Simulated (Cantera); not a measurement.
Feed: 1 mol SiC, a varied amount of H₂O, 3.4 mol N₂, equilibrated at 1900 K and 1.00 bar.

Cantera equilibrium calculation (NASA polynomials, part measured and part estimated; ideal gas, pure solids and liquids). Candidate condensed phases: C, C₆H₆, C₇H₈, C₈H₁₈, H₂O, Si, SiC, SiO₂, Si₂N₂O, Si₃N₄; 151 gas species. Mutual solubility and eutectic melting of coexisting phases are not modelled. Equilibrium is a limit: real reactors are often held back by kinetics, nucleation or transport.

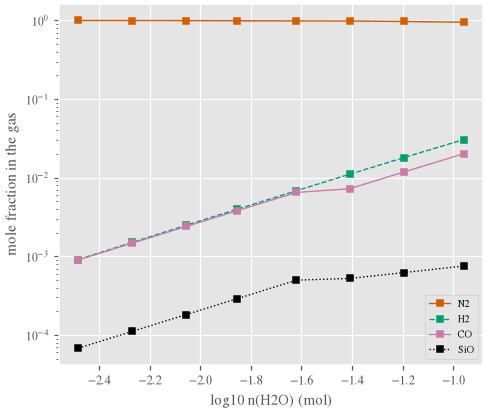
*Equilibrium gas composition (values under 1e-9 drawn at 1e-9)*

Task: Read off the mole fractions at 0.0054 mol H₂O.

Result: N₂ about 1.00, H₂ about 0.0015, CO about 0.0015, SiO about 0.00011.
